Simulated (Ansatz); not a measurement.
Geometry relaxation, with input and output: SiPH7O (part 2 of 2)

Continued. System: SiPH7O. Method: RKS LDA/6-31G* (Ansatz 0.2.0). The input holds or restrains some coordinates. It belongs to a series of runs on one base structure; here: pulled along the bonds that form and break, towards end B.

Geometry of the input (Å):
```
Si 0.0000  0.0000  0.0000
H  0.0000  0.0000  1.8100
H  1.3768  0.0000  -0.4862
H  -0.6877  1.1914  -0.4862
O  -0.7913  -1.3709  -0.5594
H  -1.2459  -1.8365  0.2129
P  1.2944  -1.9656  0.7820
H  0.4981  -3.1353  0.6631
H  2.4646  -2.1080  -0.0096
H  0.5220  -0.7926  1.8858
```

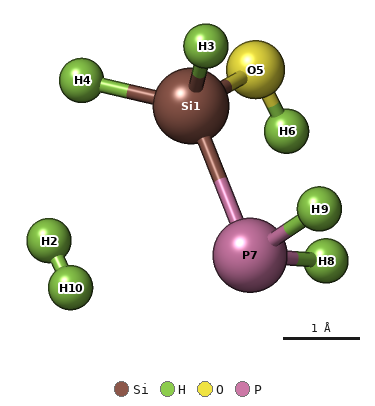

The geometry at step 8 of the log (ball-and-stick view, seen at a tilt; atoms are numbered from 1 in the order of the input).

Trajectory as extended XYZ, continued:
```
10
Properties=species:S:1:pos:R:3:forces:R:3 step=2 energy=-19239.33192
Si    0.0449   -0.0671   -0.1282   -0.3905  -1.6145   0.4608
H     0.0063   -0.0061    1.9956   -0.9498   1.3985   0.1160
H     1.4023    0.0120   -0.5016    1.5430   1.3798  -1.3873
H    -0.6906    1.1911   -0.4835   -0.0833   0.1829   0.4885
O    -0.8300   -1.3882   -0.5827   -2.4499   0.0785  -0.7211
H    -1.2424   -1.8332    0.2065    0.5091   0.2585  -0.8581
P     1.3110   -2.0021    0.6695   -0.5684   1.0230   3.1175
H     0.5020   -3.1498    0.6595    0.3356  -0.9638  -0.5622
H     2.4854   -2.1188   -0.0209    1.0488  -0.8939  -1.0461
H     0.4419   -0.6553    1.9983    1.0053  -0.8490   0.3921
10
Properties=species:S:1:pos:R:3:forces:R:3 step=3 energy=-19239.39699
Si    0.0940   -0.1596   -0.2413   -0.5400  -0.8233   0.7509
H    -0.0152    0.0239    2.1579   -2.4006   3.3577   0.3600
H     1.4398    0.0342   -0.5434    2.0006   1.3828  -1.7967
H    -0.6799    1.1792   -0.4670    0.4154  -0.6582   0.7684
O    -0.8790   -1.4023   -0.6131   -2.7969  -0.0278  -1.3580
H    -1.2352   -1.8343    0.1969    0.2985  -0.0390  -0.4953
P     1.3155   -2.0081    0.5858   -0.6413   1.0197   3.5105
H     0.5100   -3.1658    0.6419    0.3086  -0.6506  -0.5979
H     2.5046   -2.1384   -0.0510    1.1722  -0.6949  -1.2943
H     0.3764   -0.5463    2.1456    2.1835  -2.8664   0.1524
10
Properties=species:S:1:pos:R:3:forces:R:3 step=4 energy=-19240.59619
Si    0.1640   -0.2897   -0.2850   -0.2124  -0.2684  -0.0024
H    -0.0851    0.1174    2.3093   -2.0822   2.7911   0.2419
H     1.5129    0.0836   -0.6732    0.7947   0.8563  -1.3443
H    -0.6263    1.1030   -0.3956    0.6781  -1.0101   0.8528
O    -1.0116   -1.3736   -0.6761   -1.7192   0.2154  -0.4809
H    -1.2396   -1.8697    0.1501    0.1738  -0.0547  -0.7451
P     1.3393   -2.0039    0.5765   -0.4634   0.6370   2.7246
H     0.5358   -3.1787    0.6074    0.3598  -0.2656  -0.3926
H     2.5214   -2.1604   -0.1082    0.5918  -0.4276  -0.9662
H     0.3202   -0.4456    2.3072    1.8788  -2.4735   0.1122
10
Properties=species:S:1:pos:R:3:forces:R:3 step=5 energy=-19241.65198
Si    0.2266   -0.3820   -0.2787   -1.1547   0.5066  -0.8763
H    -0.1463    0.1812    2.3240   -1.5433   1.9145  -0.1263
H     1.5257    0.1460   -0.8392   -0.0133  -0.0889  -0.8475
H    -0.5384    0.9976   -0.2574    0.6703  -0.6730   0.9044
O    -1.1401   -1.2903   -0.7185    0.2305  -0.0673   0.5001
H    -1.2458   -1.9225    0.0510    0.0331   0.2033  -1.1104
P     1.3776   -2.0011    0.6872    0.3542   0.1379   2.0598
H     0.5881   -3.1927    0.5923    0.1907   0.0107  -0.3355
H     2.4930   -2.1811   -0.1588   -0.1674  -0.2376  -0.5798
H     0.2906   -0.3728    2.4106    1.3999  -1.7062   0.4114
10
Properties=species:S:1:pos:R:3:forces:R:3 step=6 energy=-19242.35941
Si    0.2334   -0.4291   -0.2826   -0.4019   1.2902  -0.7815
H    -0.1769    0.2063    2.2816   -0.7938   0.8990  -0.2001
H     1.4976    0.1086   -0.9798   -0.5091  -0.3956  -0.5952
H    -0.4683    0.9409   -0.0874    0.6120  -0.5077   0.7784
O    -1.1463   -1.2550   -0.7627    0.1943  -0.8354   0.5065
H    -1.2214   -1.9699   -0.0596   -0.1057   0.4271  -1.1791
P     1.4026   -1.9628    0.8128    0.8018  -0.3411   1.0385
H     0.6156   -3.1525    0.5771    0.0655   0.2033  -0.1099
H     2.4108   -2.1843   -0.2045   -0.5180  -0.0116   0.0238
H     0.2838   -0.3198    2.5174    0.6550  -0.7283   0.5187
10
Properties=species:S:1:pos:R:3:forces:R:3 step=7 energy=-19242.82653
Si    0.2550   -0.4425   -0.2824   -0.7225   0.8718  -0.8049
H    -0.1826    0.2105    2.2572   -0.6984   0.7757  -0.2614
H     1.4465    0.0611   -1.1157   -0.6277  -0.3724  -0.3975
H    -0.3863    0.9101    0.0872    0.5143  -0.5517   0.4821
O    -1.1228   -1.2819   -0.8122    0.7441   0.2103   0.0347
H    -1.2260   -2.0070   -0.1573   -0.1344  -0.1250  -0.4187
P     1.4284   -1.9218    0.8971    0.7037  -0.5184   0.3625
H     0.6195   -3.0875    0.5805    0.0303   0.2701   0.0851
H     2.3356   -2.1721   -0.2178   -0.3613   0.0713   0.2753
H     0.2637   -0.2864    2.5758    0.5518  -0.6317   0.6429
10
Properties=species:S:1:pos:R:3:forces:R:3 step=8 energy=-19243.14184
Si    0.2509   -0.4487   -0.2657   -0.5478   0.8760  -1.0269
H    -0.1378    0.2146    2.2838   -0.8627   0.9510  -0.4596
H     1.3162    0.0260   -1.2366   -0.3011  -0.1826  -0.1946
H    -0.3461    0.8742    0.2179    0.4001  -0.4615   0.3555
O    -1.0817   -1.2617   -0.8908    0.4244  -0.0156   0.1817
H    -1.1840   -2.0686   -0.3428   -0.1974  -0.0792  -0.3434
P     1.4431   -1.8871    0.9361    0.5212  -0.3782   0.4874
H     0.5776   -3.0135    0.6602    0.0223   0.1036   0.0862
H     2.3015   -2.1903   -0.1850   -0.1778   0.0147   0.0491
H     0.2913   -0.2624    2.6355    0.7188  -0.8281   0.8645
10
Properties=species:S:1:pos:R:3:forces:R:3 step=9 energy=-19243.33686
Si    0.2837   -0.4490   -0.2970   -0.4296   0.5861  -0.9060
H    -0.1778    0.1124    2.2699   -0.9333   0.9536  -0.7014
H     1.2472    0.0096   -1.3684   -0.2155  -0.1178  -0.0607
H    -0.2403    0.8456    0.2972    0.2188  -0.3010   0.2157
O    -1.0273   -1.2589   -0.9444    0.0179  -0.3378   0.2476
H    -1.3139   -2.0285   -0.3954    0.1226   0.3913  -0.3708
P     1.5308   -1.7908    0.9479    0.5163  -0.5283   0.2414
H     0.6202   -2.9147    0.8288    0.0552   0.1903   0.1348
H     2.2753   -2.2263   -0.2157   -0.1320   0.0449   0.1264
H     0.2331   -0.3170    2.6895    0.7796  -0.8812   1.0731
10
Properties=species:S:1:pos:R:3:forces:R:3 step=10 energy=-19243.43499
Si    0.3090   -0.4533   -0.3334   -0.4119   0.5535  -0.5876
H    -0.1815    0.0455    2.2458   -0.9299   1.0096  -0.9417
H     1.1784    0.0069   -1.4726   -0.0884  -0.0111   0.0234
H    -0.1675    0.7831    0.3990    0.1054  -0.1483  -0.0458
O    -0.9925   -1.2561   -0.9821    0.0354   0.0704  -0.2180
H    -1.3563   -1.9930   -0.4617   -0.0458  -0.0671   0.0861
P     1.5932   -1.7146    0.9433    0.4113  -0.6869   0.1372
H     0.6263   -2.8084    0.9922    0.2240   0.2969   0.0816
H     2.2388   -2.2610   -0.2330   -0.0926  -0.0332   0.1602
H     0.1832   -0.3667    2.7150    0.7926  -0.9839   1.3046
10
Properties=species:S:1:pos:R:3:forces:R:3 step=11 energy=-19243.49254
Si    0.3206   -0.4353   -0.3637   -0.3102   0.4250  -0.6349
H    -0.1986   -0.0709    2.2307   -0.9092   0.9537  -1.0135
H     1.1569    0.0305   -1.5234   -0.0649   0.0181   0.0592
H    -0.1604    0.7802    0.3905    0.0405  -0.0715  -0.0161
O    -0.9521   -1.2720   -1.0272   -0.0279  -0.0449  -0.0840
H    -1.3831   -1.9235   -0.4419   -0.0324   0.0303  -0.0035
P     1.6513   -1.6441    0.9131    0.3774  -0.7031   0.1702
H     0.6525   -2.6806    1.1437    0.2032   0.2738   0.0657
H     2.1836   -2.3456   -0.2359   -0.0547   0.0388   0.1203
H     0.1603   -0.4563    2.7265    0.7784  -0.9203   1.3365
10
Properties=species:S:1:pos:R:3:forces:R:3 step=12 energy=-19243.52801
Si    0.3266   -0.4332   -0.3860   -0.3386   0.3455  -0.5998
H    -0.1784   -0.1345    2.2173   -0.8664   0.9979  -1.0436
H     1.1385    0.0769   -1.5406   -0.0238   0.0128   0.0457
H    -0.1844    0.7468    0.4024    0.0130  -0.0400  -0.0284
O    -0.9146   -1.2938   -1.0824   -0.0399  -0.0511   0.0182
H    -1.4177   -1.8669   -0.4699   -0.0062   0.0529  -0.0636
P     1.6957   -1.6034    0.8827    0.4326  -0.5525   0.1928
H     0.6880   -2.5571    1.2969    0.1240   0.1342   0.0081
H     2.1196   -2.4237   -0.2288   -0.0316   0.0349   0.0850
H     0.1577   -0.5285    2.7209    0.7368  -0.9345   1.3855
10
Properties=species:S:1:pos:R:3:forces:R:3 step=13 energy=-19243.53608
Si    0.3111   -0.4422   -0.4058   -0.3493   0.2966  -0.6571
H    -0.1161   -0.1915    2.2163   -0.7777   0.9938  -1.0515
H     1.1213    0.1161   -1.5370    0.0051   0.0038   0.0347
H    -0.2338    0.7090    0.4021   -0.0129  -0.0492  -0.0018
O    -0.8976   -1.3021   -1.1655   -0.1493  -0.1489   0.2926
H    -1.4830   -1.8128   -0.5616    0.1565   0.1629  -0.2297
P     1.7271   -1.5590    0.8582    0.3304  -0.7782   0.1756
H     0.7460   -2.4537    1.4514    0.2284   0.1912  -0.1342
H     2.0718   -2.5004   -0.1922   -0.0471   0.1750   0.1480
H     0.1842   -0.5810    2.7464    0.6159  -0.8471   1.4233
10
Properties=species:S:1:pos:R:3:forces:R:3 step=14 energy=-19243.54119
Si    0.3106   -0.4542   -0.3989   -0.3893   0.2792  -0.5534
H    -0.1031   -0.1526    2.2196   -0.8332   1.0085  -1.0928
H     1.1327    0.1321   -1.5062   -0.0146  -0.0132   0.0024
H    -0.2682    0.6696    0.4195    0.0111   0.0087   0.0012
O    -0.8870   -1.3131   -1.1696    0.0005  -0.0188  -0.0395
H    -1.5030   -1.8085   -0.5957    0.0130   0.0226  -0.0055
P     1.7188   -1.5818    0.8612    0.5231  -0.4024   0.2109
H     0.7529   -2.4758    1.4384   -0.0040   0.0043  -0.0072
H     2.0674   -2.4936   -0.1975    0.0008   0.0102   0.0066
H     0.2099   -0.5395    2.7417    0.6924  -0.8990   1.4774
```

Key numbers:

```csv
quantity,value
outcome,converged under the restraints of the input
total energy,−19243.5412 eV
mean-field energy,−19243.5412 eV
"largest force (length of the vector) at the end, held atoms and coordinates included",1.863 eV/Å
hardware,"1 thread of Arm Neoverse V1, 24 GiB of memory available, shared host"
wall time,27 s
peak memory,0.14 GiB
```
